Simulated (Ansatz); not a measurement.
**Ta3Ti: from a guess to a relaxed structure**

The task: take a trial cell of Ta3Ti to zero force and stress.

Method: DFT PBE, scalar-relativistic, plane waves, PAW, in Ansatz 0.2.0.

### Step 1. Starting point

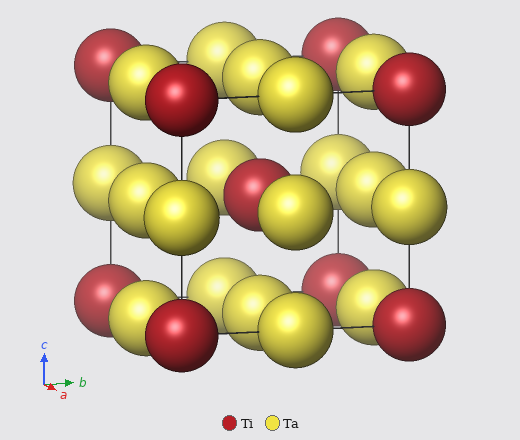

The starting structure, seen slightly off an axis (titanium red, tantalum yellow). Atoms on the faces are drawn again on the opposite ones. The cell drawn here is the conventional one.

Structure file:

```
CELL_PARAMETERS angstrom
-2.69163 2.69163 2.69163
2.69163 -2.69163 2.69163
2.69163 2.69163 -2.69163
ATOMIC_POSITIONS crystal
Ti 0.00000 0.00000 0.00000
Ta 0.00000 0.50000 0.50000
Ta 0.50000 0.00000 0.50000
Ta 0.50000 0.50000 0.00000
```

The cell is invented: random cell by space group and Wyckoff sites (Im-3m, No. 229). Its size is a rough estimate.

### Step 2. The guess as it stands, on a coarse mesh

The input, input.yaml:

```yaml
crystal:
  lattice:
    - [-2.69163, 2.69163, 2.69163]
    - [2.69163, -2.69163, 2.69163]
    - [2.69163, 2.69163, -2.69163]
  atoms:
    - { symbol: Ti, position: [0.0, 0.0, 0.0] }
    - { symbol: Ta, position: [0.0, 0.5, 0.5] }
    - { symbol: Ta, position: [0.5, 0.0, 0.5] }
    - { symbol: Ta, position: [0.5, 0.5, 0.0] }
basis:
  ecutwfc: 420
kpoints:
  mp_grid: { grid: [4, 4, 4] }
hamiltonian:
  xc: pbe
scf:
  occupations: { method: gaussian, width: 0.1 }
  lower_state_search: "off"
output:
  forces: true
  stress: true
  eigenvalues: true
```

The run is started by

```sh
> ansatz run input.yaml --threads 1 --pin off --max-ram 2560MiB --backend cpu --events-out ev --progress --plain --runs-dir out
```

What it wrote, shortened:

```text
Warning: RAYON_NUM_THREADS=1 ignored (pool sized by the plan → 1); use --threads N
[...]
Pseudopotentials: kind: paw
Pseudopotential: Ti, paw, valence charge 12, recommended cutoff 420 eV (normal), Ti.paw.azcp
Pseudopotential: Ta, paw, valence charge 13, recommended cutoff 420 eV (normal), Ta.paw.azcp
Functional definition: PBE
[...]
Crystal: 4 atoms, lattice volume = 78.002 Å³
Basis set: ecut = 420 eV, 1505 PW (Γ), exchange–correlation on 64×64×64 points (8 copies of the dense FFT grid, shifted against one another)
Bands: 31, of which v1, the nominal top of the filled ones, is band 26 counted from 1 (25 counted from 0)
Symmetry: 48 space group operations
Space group: Im-3m (ITA 229), of the structure as read, at distance tolerance 4.3e-5 Å
k-points: 8 of 64
[...]
SCF iter   1: F=—  HF=-32292.149904 eV  |F-HF|=—  |Δ(HF+E_count)|=         —  Δρ=3.91e-3  dr2=1.32e-2  ethr=1.77e-3  ⟨swp⟩=4.8  Hψ=958  notcnv=0
[...]
SCF iter   6: F=-32292.147144 eV  HF=-32292.147144 eV  |F-HF|=2.03e-9  |Δ(HF+E_count)|=   1.03e-8  Δρ=4.83e-6  dr2=1.34e-8  ethr=1.96e-10  ⟨swp⟩=7.0  Hψ=947  notcnv=0
[...]
SCF converged after 6 iterations
Free energy (F): -32292.147144 eV
[...]
E sigma→0 (E₀):  -32292.129362 eV
Entropy (-TS):   -0.035562 eV (-8.891 meV/atom)
Fermi energy:    15.595970 eV
[...]
--- Forces (eV/Å), atoms counted from 1 ---
  atom   1  Ti    -0.00000000     0.00000000     0.00000000
  atom   2  Ta     0.00000000    -0.00000000    -0.00000000
  atom   3  Ta     0.00000000     0.00000000     0.00000000
  atom   4  Ta     0.00000000    -0.00000000     0.00000000
[...]
--- Stress (GPa, compression-positive) ---
        3.381976       0.000000       0.000000
       -0.000000       3.381976       0.000000
       -0.000000       0.000000       3.381976
  P = ⅓ Tr σ = 3.3820 GPa (33.820 kbar)
--- Band table (eV; the first three rows and the last of 8) ---
[...]
```

Run time: 1.5 s. Hardware: 1 thread of Arm Neoverse V1, shared host; peak memory 0.32 GiB.

Read-out: pressure 3.4 GPa, largest force 0.00 eV/Å, gap on this mesh none (metal). A guess like this is first relaxed loosely on the coarse mesh.

### Step 3. A loose first relaxation

input.yaml: that of step 2 with these lines changed.

```diff
@@ -23 +23,6 @@
   eigenvalues: true
+relax:
+  adjacent_minimum: "off"
+  f_tol: 0.04
+  max_steps: 70
+  cell: { stress_tol: 0.4 }
```

The run is started by

```sh
> ansatz run input.yaml --threads 1 --pin off --max-ram 2560MiB --backend cpu --events-out ev --progress --plain --runs-dir out
```

What it wrote:

```text
Warning: RAYON_NUM_THREADS=1 ignored (pool sized by the plan → 1); use --threads N
Engine: ansatz 0.2.0, aarch64-unknown-linux-gnu
[... 4 set-up lines as earlier in the session ...]
  parameter kappa = 0.804
  parameter beta = 0.06672455060314922
  exchange = pbe_x(kappa = kappa, mu = beta*pi^2/3)
  correlation = pbe_c(beta = beta)
Crystal: 4 atoms, lattice volume = 78.002 Å³
Basis set: ecut = 420 eV, 1505 PW (Γ), exchange–correlation on 64×64×64 points (8 copies of the dense FFT grid, shifted against one another)
Bands: 31, of which v1, the nominal top of the filled ones, is band 26 counted from 1 (25 counted from 0)
[... 2 set-up lines as earlier in the session ...]
k-points: 8 of 64
Non-local potential: Ti, projectors of the file, l = 0: 3, l = 1: 2, l = 2: 3, l = 3: 1
Non-local potential: Ta, projectors of the file, l = 0: 3, l = 1: 2, l = 2: 2, l = 3: 1
PAW form: soft (Blöchl's): semilocal exchange-correlation on the pseudo side does not see the compensation charge
PAW one-centre angular grid: Ti, 590 points (default); XC on 64 Gauss nodes
PAW one-centre angular grid: Ta, 590 points (default); XC on 64 Gauss nodes
Initial density: superposition of atomic densities (neutral atoms: chi_scale 0, normalization atom), corrected by the library's trained network
Initial wavefunctions: pseudopotential atomic-orbital guess
Functional: x = pbe(κ = 0.804, μ = 0.2195149727645171), c = pbe(β = 0.06672455060314922)
SCF iter   1: F=—  HF=-32292.149905 eV  |F-HF|=—  |Δ(HF+E_count)|=         —  Δρ=3.91e-3  dr2=1.32e-2  ethr=1.77e-3  ⟨swp⟩=4.8  Hψ=958  notcnv=0
preconditioner: auto → Kerker (q_TF=auto, 2.542 Å⁻¹)  [metal: Δε(μ)=0.042 eV  Ē_g=3.464 eV  σ=0.100 eV  W_gap=0.23  n_scr=18 (ndim 8)  ℏωp=18.3 eV  f_vac=0.000  D(μ)=6.89/eV (n_scr^D=78)]
SCF iter   2: F=—  HF=-32292.147997 eV  |F-HF|=—  |Δ(HF+E_count)|=   1.91e-3  Δρ=2.22e-3  dr2=4.38e-3  ethr=2.59e-5  ⟨swp⟩=1.2  Hψ=322  notcnv=0
SCF iter   3: F=—  HF=-32292.147152 eV  |F-HF|=—  |Δ(HF+E_count)|=   8.46e-4  Δρ=3.96e-4  dr2=1.49e-4  ethr=8.59e-6  ⟨swp⟩=2.0  Hψ=296  notcnv=0
SCF iter   4: F=—  HF=-32292.147124 eV  |F-HF|=—  |Δ(HF+E_count)|=   2.77e-5  Δρ=1.02e-4  dr2=5.34e-6  ethr=2.93e-7  ⟨swp⟩=2.0  Hψ=302  notcnv=0
SCF iter   5: F=—  HF=-32292.147144 eV  |F-HF|=—  |Δ(HF+E_count)|=   1.98e-5  Δρ=2.30e-5  dr2=4.55e-7  ethr=1.05e-8  ⟨swp⟩=2.1  Hψ=339  notcnv=0
SCF iter   6: F=-32292.147144 eV  HF=-32292.147144 eV  |F-HF|=2.03e-9  |Δ(HF+E_count)|=   1.06e-8  Δρ=4.83e-6  dr2=1.34e-8  ethr=1.96e-10  ⟨swp⟩=7.0  Hψ=947  notcnv=0
SCF 1 converged in 6 iterations: F = -32292.147144 eV  dr2 = 1.34e-8
relax step   1: F+E_penalty+E_count = -32292.14714357 eV  Δ(F+E_penalty+E_count) = +0.000e0 eV  max|allowed force component| = 8.645e-29 eV/Å  Δτ_max = 0.0000 Å  P = +3.382 GPa  Ω = 78.002 Å³  (6 SCF iters, dr2 threshold 1.00e-7 eV, accepted)
Crystal: 4 atoms, lattice volume = 82.647 Å³
Basis set: ecut = 420 eV, 1601 PW (Γ), exchange–correlation on 64×64×64 points (8 copies of the dense FFT grid, shifted against one another)
Initial density: handed on by an earlier stage of this run
Initial wavefunctions: those handed on with the density
iter 1 solved again at ethr=1.08e-5 eV; its pass at ethr=3.10e-3 eV (dr2=5.51e-3 eV) is discarded
SCF iter   1: F=—  HF=-32292.137076 eV  |F-HF|=—  |Δ(HF+E_count)|=         —  Δρ=2.43e-3  dr2=5.48e-3  ethr=1.08e-5  ⟨swp⟩=1.8  Hψ=1453  notcnv=0
preconditioner: auto → Resta (q_TF=auto, 2.517 Å⁻¹)  ε∞=30.2  [insulator: Δε(μ)=0.109 eV  Ē_g=3.295 eV  σ=0.100 eV  W_gap=0.56  n_scr=18 (ndim 8)  ℏωp=17.8 eV  f_vac=0.000  D(μ)=5.75/eV (n_scr^D=54)  ε∞_Penn≈30.2]
SCF iter   2: F=—  HF=-32292.136854 eV  |F-HF|=—  |Δ(HF+E_count)|=   2.22e-4  Δρ=1.42e-3  dr2=1.96e-3  ethr=1.07e-5  ⟨swp⟩=1.0  Hψ=248  notcnv=0
SCF iter   3: F=—  HF=-32292.136467 eV  |F-HF|=—  |Δ(HF+E_count)|=   3.87e-4  Δρ=2.25e-4  dr2=5.82e-5  ethr=3.84e-6  ⟨swp⟩=2.0  Hψ=303  notcnv=0
SCF iter   4: F=—  HF=-32292.136443 eV  |F-HF|=—  |Δ(HF+E_count)|=   2.44e-5  Δρ=7.17e-5  dr2=3.48e-6  ethr=1.14e-7  ⟨swp⟩=2.0  Hψ=314  notcnv=0
iter 5 did not close the SCF: its close was put off for the readings that it lacked (scf_convergence_deferred on its scf_iter line)
SCF iter   5: F=-32292.136443 eV  HF=-32292.136443 eV  |F-HF|=7.05e-8  |Δ(HF+E_count)|=   3.31e-7  Δρ=1.36e-5  dr2=1.89e-7  ethr=6.82e-9  ⟨swp⟩=2.1  Hψ=318  notcnv=0
SCF iter   6: F=-32292.136443 eV  HF=-32292.136443 eV  |F-HF|=9.28e-10  |Δ(HF+E_count)|=   2.69e-8  Δρ=3.59e-6  dr2=8.70e-9  ethr=3.71e-10  ⟨swp⟩=3.4  Hψ=909  notcnv=0
SCF 2 converged in 6 iterations: F = -32292.136443 eV  dr2 = 8.70e-9
relax step   2: F+E_penalty+E_count = -32292.13644337 eV  Δ(F+E_penalty+E_count) = +1.070e-2 eV  max|allowed force component| = 1.863e-29 eV/Å  Δτ_max = 0.0000 Å  P = -3.735 GPa  Ω = 82.647 Å³  energy of the carried Pulay correction = -1.176e-3 eV  (6 SCF iters, dr2 threshold 4.00e-7 eV, rejected (line search))
Crystal: 4 atoms, lattice volume = 80.143 Å³
Basis set: ecut = 420 eV, 1553 PW (Γ), exchange–correlation on 64×64×64 points (8 copies of the dense FFT grid, shifted against one another)
iter 1 solved again at ethr=2.72e-6 eV; its pass at ethr=3.10e-3 eV (dr2=1.39e-3 eV) is discarded
SCF iter   1: F=—  HF=-32292.168005 eV  |F-HF|=—  |Δ(HF+E_count)|=         —  Δρ=1.26e-3  dr2=1.40e-3  ethr=2.72e-6  ⟨swp⟩=2.1  Hψ=1359  notcnv=0
preconditioner: auto → Kerker (q_TF=auto, 2.530 Å⁻¹)  [metal: Δε(μ)=0.050 eV  Ē_g=3.379 eV  σ=0.100 eV  W_gap=0.27  n_scr=18 (ndim 8)  ℏωp=18.1 eV  f_vac=0.000  D(μ)=6.54/eV (n_scr^D=78)]
SCF iter   2: F=—  HF=-32292.167977 eV  |F-HF|=—  |Δ(HF+E_count)|=   2.83e-5  Δρ=7.38e-4  dr2=5.03e-4  ethr=2.72e-6  ⟨swp⟩=1.0  Hψ=248  notcnv=0
SCF iter   3: F=—  HF=-32292.167889 eV  |F-HF|=—  |Δ(HF+E_count)|=   8.76e-5  Δρ=1.14e-4  dr2=1.48e-5  ethr=9.87e-7  ⟨swp⟩=2.0  Hψ=303  notcnv=0
SCF iter   4: F=—  HF=-32292.167894 eV  |F-HF|=—  |Δ(HF+E_count)|=   4.54e-6  Δρ=3.84e-5  dr2=9.96e-7  ethr=2.91e-8  ⟨swp⟩=2.0  Hψ=315  notcnv=0
SCF iter   5: F=—  HF=-32292.167896 eV  |F-HF|=—  |Δ(HF+E_count)|=   2.38e-6  Δρ=6.93e-6  dr2=3.78e-8  ethr=1.95e-9  ⟨swp⟩=1.9  Hψ=283  notcnv=0
SCF iter   6: F=—  HF=-32292.167896 eV  |F-HF|=—  |Δ(HF+E_count)|=   8.50e-9  Δρ=1.97e-6  dr2=2.92e-9  ethr=7.41e-11  ⟨swp⟩=2.1  Hψ=333  notcnv=0
SCF iter   7: F=-32292.167896 eV  HF=-32292.167896 eV  |F-HF|=0.00e0  |Δ(HF+E_count)|=  5.82e-10  Δρ=3.10e-7  dr2=6.32e-11  ethr=5.02e-12  ⟨swp⟩=4.1  Hψ=784  notcnv=0
SCF 3 converged in 7 iterations: F = -32292.167896 eV  dr2 = 6.32e-11
relax step   3: F+E_penalty+E_count = -32292.16789611 eV  Δ(F+E_penalty+E_count) = -2.075e-2 eV  max|allowed force component| = 1.585e-29 eV/Å  Δτ_max = 0.0000 Å  P = -0.124 GPa  Ω = 80.143 Å³  energy of the carried Pulay correction = -5.506e-4 eV  (7 SCF iters, accepted)
Initial wavefunctions: pseudopotential atomic-orbital guess (no wavefunctions were taken with the density)
iter 1 solved again at ethr=6.07e-9 eV; its pass at ethr=3.10e-3 eV (dr2=3.10e-6 eV) is discarded
SCF iter   1: F=—  HF=-32292.168301 eV  |F-HF|=—  |Δ(HF+E_count)|=         —  Δρ=3.03e-4  dr2=1.71e-6  ethr=6.07e-9  ⟨swp⟩=4.0  Hψ=1766  notcnv=0
preconditioner: auto → Kerker (q_TF=auto, 2.530 Å⁻¹)  [metal: Δε(μ)=0.061 eV  Ē_g=3.384 eV  σ=0.100 eV  W_gap=0.33  n_scr=18 (ndim 8)  ℏωp=18.1 eV  f_vac=0.000  D(μ)=6.55/eV (n_scr^D=78)]
SCF iter   2: F=—  HF=-32292.168458 eV  |F-HF|=—  |Δ(HF+E_count)|=   1.57e-4  Δρ=1.54e-4  dr2=4.43e-7  ethr=3.35e-9  ⟨swp⟩=1.0  Hψ=248  notcnv=0
iter 3 did not close the SCF: its close was put off for the readings that it lacked (scf_convergence_deferred on its scf_iter line)
SCF iter   3: F=-32292.168511 eV  HF=-32292.168511 eV  |F-HF|=3.64e-12  |Δ(HF+E_count)|=   5.25e-5  Δρ=9.14e-7  dr2=3.12e-10  ethr=8.69e-10  ⟨swp⟩=1.0  Hψ=248  notcnv=0
iter 4 did not close the SCF: its close was put off for the readings that it lacked (scf_convergence_deferred on its scf_iter line)
SCF iter   4: F=-32292.168511 eV  HF=-32292.168511 eV  |F-HF|=2.91e-11  |Δ(HF+E_count)|=  4.22e-10  Δρ=2.22e-7  dr2=1.94e-11  ethr=1.00e-12  ⟨swp⟩=2.8  Hψ=456  notcnv=0
iter 5 did not close the SCF: its close was put off for the readings that it lacked (scf_convergence_deferred on its scf_iter line)
SCF iter   5: F=-32292.168511 eV  HF=-32292.168511 eV  |F-HF|=7.28e-12  |Δ(HF+E_count)|=  3.64e-12  Δρ=4.79e-8  dr2=2.09e-12  ethr=1.00e-12  ⟨swp⟩=1.0  Hψ=248  notcnv=0
iter 6 did not close the SCF: its close was put off for the readings that it lacked (scf_convergence_deferred on its scf_iter line)
SCF iter   6: F=-32292.168511 eV  HF=-32292.168511 eV  |F-HF|=0.00e0  |Δ(HF+E_count)|=  1.09e-11  Δρ=1.14e-8  dr2=1.17e-13  ethr=1.00e-12  ⟨swp⟩=1.0  Hψ=248  notcnv=0
SCF iter   7: F=-32292.168511 eV  HF=-32292.168511 eV  |F-HF|=3.64e-12  |Δ(HF+E_count)|=    0.00e0  Δρ=2.64e-9  dr2=4.76e-15  ethr=1.00e-12  ⟨swp⟩=1.2  Hψ=560  notcnv=0
SCF 4 converged in 7 iterations: F = -32292.168511 eV  dr2 = 4.76e-15
relax step   4: F+E_penalty+E_count = -32292.16851059 eV  Δ(F+E_penalty+E_count) = -6.145e-4 eV  max|allowed force component| = 1.366e-29 eV/Å  Δτ_max = 0.0000 Å  P = -0.118 GPa  Ω = 80.143 Å³  stress off target by 1.18e-1 GPa  SCF on the basis re-selected at this cell (its energy is not comparable with the rows above)  (7 SCF iters)
basis re-selected at this cell: Δ(F+E_penalty+E_count) = -6.145e-4 eV, ΔP = +0.006 GPa vs the last step (what re-selecting the basis moved, of the pressure what is left beyond the Pulay correction that the steps carried, after the strain that the cell walked since its last selection, with what the two solves' SCF thresholds leave and, on support functions, any second-order correction that the steps lacked; it is no measure of the basis error at this ecutwfc). This SCF's stress stands 1.18e-1 GPa from its target on what of the cell is left free (relax.cell.stress_tol is 4.00e-1 GPa) and its largest allowed force component is 1.37e-29 eV/Å (relax.f_tol is 4.00e-2 eV/Å): within both
SCF converged after 7 iterations
Free energy (F): -32292.168511 eV
Harris-Foulkes:  -32292.168511 eV  (|F-HF|=3.64e-12)
Internal energy: -32292.135777 eV  (E = F + TS)
E sigma→0 (E₀):  -32292.152144 eV
Entropy (-TS):   -0.032734 eV (-8.184 meV/atom)
Fermi energy:    15.114583 eV
--- Per-component energies (eV) ---
  E_band       = -585.771049
  E_kinetic    = 1367.178155
  E_local      = -2900.563255  (includes V_loc(G=0)·N_el)
  E_nonlocal   = 57.412788
  E_hartree    = 1065.070658
  E_xc         = -749.409493
  E_vxc        = -729.659953  (∫ρ·V_xc dr)
  E_paw        = -26238.162694  (= ΣΔE_a)
  E_vpaw       = -510.280687  (= ΣTr[D̂ρ^β])
  E_aug_tail   = 0.000584  (compensation charges beyond the density's cutoff)
  E_ewald      = -4893.662519
  E_smearing   = -0.032734  (= −TS)
  E_closure    = 0.000000  (closes the sum)
  Σ components = -32292.168511   (vs F -32292.168511, Δ=0.00e0)
--- Forces (eV/Å), atoms counted from 1 ---
  atom   1  Ti    -0.00000000     0.00000000     0.00000000
  atom   2  Ta    -0.00000000    -0.00000000    -0.00000000
  atom   3  Ta     0.00000000     0.00000000    -0.00000000
  atom   4  Ta     0.00000000    -0.00000000     0.00000000
  max |Σ_I F_I| component: 3.36e-29 eV/Å
--- Stress (GPa, compression-positive) ---
       -0.117989      -0.000000      -0.000000
       -0.000000      -0.117989       0.000000
       -0.000000       0.000000      -0.117989
  P = ⅓ Tr σ = -0.1180 GPa (-1.180 kbar)
--- Band table (eV; the first three rows and the last of 8) ---
  k-point 0: bands = ["-52.2888", "-52.1454", "-52.1454", "-41.0597", "-19.3773", "-19.3773", "-19.3773", "-18.8622", "-18.8622", "-18.8622", "-18.1565", "-18.1565", "-18.1565", "-17.2290", "-17.2290", "-17.2290", "8.2079", "11.4699", "11.4699", "11.4699", "12.6986", "12.6986", "14.1225", "14.3091", "14.3091", "17.8269", "17.8269", "17.8269", "18.4059", "18.4059", "18.4059"]
  k-point 1: bands = ["-52.2704", "-52.1637", "-52.1458", "-41.0602", "-19.3799", "-19.2164", "-19.2073", "-18.8615", "-18.8160", "-18.8000", "-18.3499", "-18.3385", "-18.1553", "-17.3009", "-17.3002", "-17.2323", "9.0876", "11.9438", "12.0753", "12.0894", "13.0041", "13.4575", "13.9180", "14.6572", "14.7306", "16.4850", "16.5000", "16.8786", "16.9056", "18.1747", "18.2226"]
  k-point 2: bands = ["-52.2403", "-52.1935", "-52.1463", "-41.0607", "-19.3825", "-18.8609", "-18.8609", "-18.8240", "-18.7973", "-18.7920", "-18.7044", "-18.6730", "-18.1541", "-17.3781", "-17.3780", "-17.2357", "10.7938", "11.5798", "12.6830", "13.3255", "13.5850", "14.3147", "14.6464", "14.8116", "15.1406", "15.2472", "15.3642", "15.6480", "16.7423", "16.7552", "17.0705"]
  k-point 7: bands = ["-52.2394", "-52.2394", "-52.1006", "-41.0596", "-19.4221", "-19.4221", "-19.4221", "-18.8258", "-18.8258", "-18.8258", "-18.1520", "-18.1520", "-18.1520", "-17.2336", "-17.2336", "-17.2336", "11.5104", "11.5104", "12.2970", "13.1037", "13.1037", "13.1037", "13.3267", "14.1429", "14.1429", "15.0794", "15.0794", "15.0794", "17.3291", "17.3291", "17.3291"]
--- Relaxed structure (3 steps of the walk, 2 accepted, 1 SCFs on fresh bases) ---
  F+E_penalty+E_count = -32292.16851059 eV   max|allowed force component| = 1.366e-29 eV/Å   (the final SCF, on the basis selected at the relaxed cell)
  cell:  # Å, volume = 80.1425 Å³
    - [-2.716028364677402, 2.716028364677402, 2.716028364677402]
    - [2.716028364677402, -2.716028364677402, 2.716028364677402]
    - [2.716028364677402, 2.716028364677402, -2.716028364677402]
  atoms:
    - { symbol: Ti, position: [1.8438388861583475e-46, -5.490843741868609e-46, -5.1925756867547585e-46] }
    - { symbol: Ta, position: [-1.1167591754268396e-35, 0.5, 0.5] }
    - { symbol: Ta, position: [0.5, -2.419644880073521e-35, 0.5] }
    - { symbol: Ta, position: [0.5, 0.5, 2.419644880064709e-35] }
```

It took 6.9 s on 1 thread of Arm Neoverse V1, shared host; peak memory 0.34 GiB.

The steps of the relaxation:

```
step  energy from step 1 (eV/cell)  largest force component (eV/Å)  pressure (GPa)  volume (Å³)
   1                        0.0000                          0.0000            3.38        78.00
   2                        0.0107                          0.0000           -3.74        82.65
   3                       -0.0208                          0.0000           -0.12        80.14
   4                       -0.0214                          0.0000           -0.12        80.14
```

Step 1 is the start. Step 4 repeats the geometry before it on a plane-wave basis chosen anew for that cell, so its energy need not be comparable with the rows above. Step 2 was tried and not accepted.

Lengths and angles in the start's conventional setting:

|  | before | after | change |
| --- | --- | --- | --- |
| a (Å) | 5.383 | 5.432 | +0.9 % |
| b (Å) | 5.383 | 5.432 | +0.9 % |
| c (Å) | 5.383 | 5.432 | +0.9 % |
| volume (Å³/atom) | 19.50 | 20.04 | +2.7 % |
| shortest distance (Å) | 2.692 | 2.716 | +0.9 % |
| space group (0.01 Å) | Im-3m | Im-3m | same |

The run keeps the 48 symmetry operations of the start, so it could not have lowered the symmetry.

### Step 4. Spin check on a coarse mesh

The input, input.yaml:

```yaml
crystal:
  lattice:
    - [-2.7160283647, 2.7160283647, 2.7160283647]
    - [2.7160283647, -2.7160283647, 2.7160283647]
    - [2.7160283647, 2.7160283647, -2.7160283647]
  atoms:
    - { symbol: Ti, position: [0.0, 0.0, 0.0], spin: 1.0 }
    - { symbol: Ta, position: [0.0, 0.5, 0.5] }
    - { symbol: Ta, position: [0.5, 0.0, 0.5] }
    - { symbol: Ta, position: [0.5, 0.5, 0.0] }
basis:
  ecutwfc: 420
kpoints:
  mp_grid: { grid: [4, 4, 4] }
hamiltonian:
  xc: pbe
scf:
  occupations: { method: gaussian, width: 0.1 }
  lower_state_search: "off"
output:
  forces: true
  stress: true
  eigenvalues: true
  populations: true
magnetization:
  spin_polarized: true
```

The run is started by

```sh
> ansatz run input.yaml --threads 1 --pin off --max-ram 2560MiB --backend cpu --events-out ev --progress --plain --runs-dir out
```

What it wrote, shortened:

```text
[...]
SCF converged after 16 iterations
Magnetization: 0.0000 μB (25.5000 up, 25.5000 down)
Absolute magnetization: 0.0000 μB (∫|ρ↑−ρ↓|, with the PAW one-centre terms)
Spin contamination: 0.0000 ħ² per cell (⟨S²⟩ above its minimum at these occupations)
Per-site moments (μB) at R_I (Å): [(1.667831536419287e-6, 1.12036170043875), (1.5150275146207836e-6, 1.12036170043875), (1.5150275148244788e-6, 1.12036170043875), (1.515027514567971e-6, 1.12036170043875)]
Free energy (F): -32292.168511 eV
[...]
E sigma→0 (E₀):  -32292.152144 eV
Entropy (-TS):   -0.032734 eV (-8.184 meV/atom)
Fermi energy:    15.114583 eV
[...]
--- Forces (eV/Å), atoms counted from 1 ---
  atom   1  Ti    -0.00000000     0.00000000     0.00000000
  atom   2  Ta     0.00000000    -0.00000000    -0.00000000
  atom   3  Ta     0.00000000    -0.00000000    -0.00000000
  atom   4  Ta     0.00000000    -0.00000000     0.00000000
[...]
--- Stress (GPa, compression-positive) ---
       -0.117992       0.000000       0.000000
        0.000000      -0.117992      -0.000000
       -0.000000      -0.000000      -0.117992
  P = ⅓ Tr σ = -0.1180 GPa (-1.180 kbar)
--- Band table (eV; the first three rows and the last of 16) ---
[...]
--- Löwdin populations: 4 sites ---
  site symbol       q [e]    m [muB]
     0     Ti     11.6857     0.0000
     1     Ta     12.9795     0.0000
     2     Ta     12.9795     0.0000
     3     Ta     12.9795     0.0000
  spilling = 0.007367 (of n_electrons = 51.000000)
```

Run time: 6.2 s. Hardware: 1 thread of Arm Neoverse V1, shared host; peak memory 0.35 GiB.

Site by site:

```
atom  Löwdin electrons
 Ti1             11.69
 Ta2             12.98
 Ta3             12.98
 Ta4             12.98
```

The Löwdin counts miss 0.38 of the 51 electrons, which the atomic orbitals do not span, so they are no charges.

The same cell is solved with trial moments on Ti. The largest site moment that stays is 0.00 μB and the cell's total 0.00 μB. The workflow keeps spin only above 0.25 μB on a site, so the next run goes without spin.

(Part 1 of 2 ends here.)
